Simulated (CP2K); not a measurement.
# PM6 run of GaBrF2 (SMILES [F][Ga]([F])[Br])

What is the energy difference between two shapes of GaBrF2 at PM6? 

Program for the calculation: CP2K 2026.2.

4 further runs of the same task are left out: 3 that didn't finish, 1 set aside as unsound or not needed.

**1. The molecule**

GaBrF2: 4 atoms, total charge 0, spin state singlet. As SMILES, `[F][Ga]([F])[Br]`. The coordinates come from a PBE0-D4/def2-TZVP relaxation.

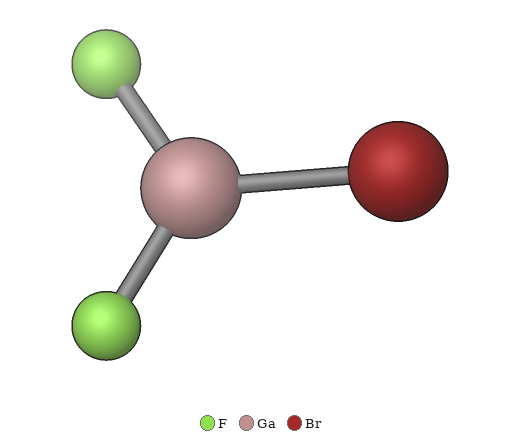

The structure, seen from a chosen angle (fluorine green, gallium pink, bromine red).

**2. Energy and forces at PM6**

Contents of qs.inp:

```
&FORCE_EVAL
    METHOD Quickstep
    &DFT
        &QS
            METHOD PM6
            EPS_DEFAULT 1.0E-10
            &SE
                &COULOMB
                    CUTOFF [angstrom] 50
                    RC_RANGE [angstrom] 0
                &END COULOMB
                &EXCHANGE
                    CUTOFF [angstrom] 50
                    RC_RANGE [angstrom] 0
                &END EXCHANGE
            &END SE
        &END QS
        # no periodic images
        &POISSON
            PERIODIC NONE
            POISSON_SOLVER ANALYTIC
        &END POISSON
        &SCF
            SCF_GUESS ATOMIC
            EPS_SCF 1.0E-07
            MAX_SCF 150
            &DIAGONALIZATION
                ALGORITHM STANDARD
            &END DIAGONALIZATION
            &MIXING
                METHOD DIRECT_P_MIXING
                ALPHA 0.4
            &END MIXING
        &END SCF
        &PRINT
            &MOMENTS
                PERIODIC F
                REFERENCE COM
                MAX_MOMENT 1
            &END MOMENTS
            &MO ON
                ENERGIES T
                OCCUPATION_NUMBERS T
                NDIGITS 6
                &EACH
                    QS_SCF 0
                &END EACH
                ADD_LAST NUMERIC
            &END MO
            &HIRSHFELD OFF
            &END HIRSHFELD
        &END PRINT
    &END DFT
    # atoms, cell and kinds
    &SUBSYS
        # vacuum box
        &CELL
            ABC 18.6 17.7 19.1
            PERIODIC NONE
        &END CELL
        &COORD
            F     -0.791100    -0.453200     1.527800
            Ga     0.056900    -0.066300     0.069400
            F      1.694200    -0.619800    -0.023200
            Br    -0.904500     1.079000    -1.594200
        &END COORD
        &TOPOLOGY
            &CENTER_COORDINATES
            &END CENTER_COORDINATES
        &END TOPOLOGY
    &END SUBSYS
    &PRINT
        &FORCES ON
        &END FORCES
    &END PRINT
&END FORCE_EVAL

&GLOBAL
    PROJECT_NAME qs
    RUN_TYPE ENERGY_FORCE
    PRINT_LEVEL MEDIUM
&END GLOBAL
```

Command:

```bash
$ OMP_NUM_THREADS=1 cp2k.psmp -i qs.inp > qs.out 2>&1
```

Standard output:

```text
CP2K| version string:                                       CP2K version 2026.2
[...]
 GLOBAL| Method name                                                        CP2K
[...]
 GLOBAL| Run type                                                   ENERGY_FORCE
[...]
                             - Atoms:                                          4
[...]
                             - Spherical basis functions:                     21
[...]
 Number of electrons:                                                         24
[...]
     1 P_Mix/Diag. 0.40E+00    0.0     0.62889052       -42.7969941261 -4.28E+01
[...]
    20 DIIS/Diag.  0.43E-07    0.0     0.00000004       -45.2962304213  1.42E-14
  *** SCF run converged in    20 steps ***
  Core-core repulsion energy [eV]:                            997.40874813916332
  Core Hamiltonian energy [eV]:                             -2036.97011245642761
  Two-electron integral energy [eV]:                         -386.02349786105776
  Electronic energy [eV]:                                   -2229.98186138695655
  Total energy [eV]:                                        -1232.57311324779312
  Atomic reference energy [eV]:                              1226.09655697641210
  Heat of formation [kcal/mol]:                              -149.35294751537472
[...]
 SE_DIPOLE| Moment [Debye]          0.84240647      -1.00373737       1.45770902
 SE_DIPOLE| Derivative [a.u.]       0.00000000       0.00000000       0.00000000
 ENERGY| Total FORCE_EVAL ( QS ) energy [hartree]            -45.296230421255039
 FORCES| Atomic forces [hartree/bohr]
 FORCES|   Atom     x               y               z               |f|
 FORCES|      1 -1.06185571E-03 -1.29374021E-03  3.52252284E-03   3.89993185E-03
 FORCES|      2 -4.90027638E-03  5.83029156E-03 -8.46821673E-03   1.13892802E-02
 FORCES|      3  3.49777174E-03 -1.60129486E-03  6.80984943E-04   3.90669846E-03
 FORCES|      4  2.46436035E-03 -2.93525650E-03  4.26470894E-03   5.73380720E-03
 FORCES| Sum    -1.11022302E-16 -2.77555756E-17  1.11022302E-16
 FORCES| Total atomic force                                       1.59443643E-16
[...]
```

It took 0.45 s on 1 thread of Arm Neoverse N1, shared host; peak memory 0.14 GiB.

**3. The distorted shape**

Contents of job.inp:

```
&GLOBAL
   PROJECT_NAME job
   RUN_TYPE ENERGY_FORCE
   PRINT_LEVEL MEDIUM
&END GLOBAL

&FORCE_EVAL
   METHOD Quickstep
   &DFT
      &QS
         METHOD PM6
         EPS_DEFAULT 1.0E-10
         &SE
            &COULOMB
               CUTOFF [angstrom] 50
               RC_RANGE [angstrom] 0
            &END COULOMB
            &EXCHANGE
               CUTOFF [angstrom] 50
               RC_RANGE [angstrom] 0
            &END EXCHANGE
         &END SE
      &END QS
      &POISSON
         PERIODIC NONE
         POISSON_SOLVER ANALYTIC
      &END POISSON
      &SCF
         SCF_GUESS ATOMIC
         EPS_SCF 1.0E-07
         MAX_SCF 150
         &DIAGONALIZATION
            ALGORITHM STANDARD
         &END DIAGONALIZATION
         &MIXING
            METHOD DIRECT_P_MIXING
            ALPHA 0.4
         &END MIXING
      &END SCF
      &PRINT
         &MOMENTS
            PERIODIC F
            REFERENCE COM
            MAX_MOMENT 1
         &END MOMENTS
         &MO ON
            ENERGIES T
            OCCUPATION_NUMBERS T
            NDIGITS 6
            &EACH
               QS_SCF 0
            &END EACH
            ADD_LAST NUMERIC
         &END MO
         &HIRSHFELD OFF
         &END HIRSHFELD
      &END PRINT
   &END DFT
   &SUBSYS
      &CELL
         ABC 18.6 17.7 19.1
         PERIODIC NONE
      &END CELL
      &COORD
         F     -0.791797    -0.383721     1.550705
         Ga     0.050893    -0.022513     0.024922
         F      1.718835    -0.650014     0.009992
         Br    -0.881650     1.047590    -1.566824
      &END COORD
      &TOPOLOGY
         &CENTER_COORDINATES
         &END CENTER_COORDINATES
      &END TOPOLOGY
   &END SUBSYS
   &PRINT
      &FORCES ON
      &END FORCES
   &END PRINT
&END FORCE_EVAL
```

Command:

```bash
$ OMP_NUM_THREADS=1 cp2k.psmp -i job.inp -o job.out
```

Standard output:

```text
CP2K| version string:                                       CP2K version 2026.2
[...]
 GLOBAL| Method name                                                        CP2K
[...]
 GLOBAL| Run type                                                   ENERGY_FORCE
[...]
                             - Atoms:                                          4
[...]
                             - Spherical basis functions:                     21
[...]
 Number of electrons:                                                         24
[...]
     1 P_Mix/Diag. 0.40E+00    0.0     0.64750542       -42.7953036488 -4.28E+01
[...]
    21 DIIS/Diag.  0.60E-07    0.0     0.00000005       -45.2923878667 -6.39E-14
  *** SCF run converged in    21 steps ***
  Core-core repulsion energy [eV]:                            996.10717673949182
  Core Hamiltonian energy [eV]:                             -2037.87661876465290
  Two-electron integral energy [eV]:                         -381.39821999050963
  Electronic energy [eV]:                                   -2228.57572875990763
  Total energy [eV]:                                        -1232.46855202041570
  Atomic reference energy [eV]:                              1226.09655697641210
  Heat of formation [kcal/mol]:                              -146.94170813903432
[...]
 SE_DIPOLE| Moment [Debye]          1.20359351      -1.47306006       2.27413863
 SE_DIPOLE| Derivative [a.u.]       0.00000000       0.00000000       0.00000000
 ENERGY| Total FORCE_EVAL ( QS ) energy [hartree]            -45.292387866685644
 FORCES| Atomic forces [hartree/bohr]
 FORCES|   Atom     x               y               z               |f|
 FORCES|      1  1.10524559E-02  4.34573268E-03 -1.91928418E-02   2.25700543E-02
 FORCES|      2  2.30654774E-02 -2.66456555E-02  4.00539215E-02   5.33509497E-02
 FORCES|      3 -2.26422540E-02  8.61125169E-03 -6.13374892E-05   2.42245554E-02
 FORCES|      4 -1.14756793E-02  1.36886711E-02 -2.07997423E-02   2.74171518E-02
 FORCES| Sum     3.88578059E-16  1.66533454E-16  0.00000000E+00
 FORCES| Total atomic force                                       4.22760333E-16
[...]
```

Wall time 0.45 s (1 thread of Arm Neoverse N1, shared host); peak memory 0.14 GiB.

**4. Outcome**

Level: PM6.

| quantity | value |
| --- | --- |
| first shape: total energy | -45.29623 Eh |
| first shape: dipole moment | 1.96 D |
| first shape: HOMO energy | -11.94 eV |
| first shape: heat of formation at this unrelaxed shape | -149.4 kcal/mol |
| first shape: largest force on an atom | 0.586 eV/Å |
| distorted shape: total energy | -45.29239 Eh |
| distorted shape: dipole moment | 2.96 D |
| distorted shape: HOMO energy | -12.09 eV |
| distorted shape: heat of formation at this unrelaxed shape | -146.9 kcal/mol |
| distorted shape: largest force on an atom | 2.743 eV/Å |
| energy change with the atoms displaced | 0.105 eV |

With the atoms displaced the energy rises by 0.10 eV (2.4 kcal/mol). The first shape isn't relaxed at this level, so the change isn't measured from a minimum. The largest force (first shape) is 0.59 eV/Å: the shape isn't a stationary point for this species at this level.
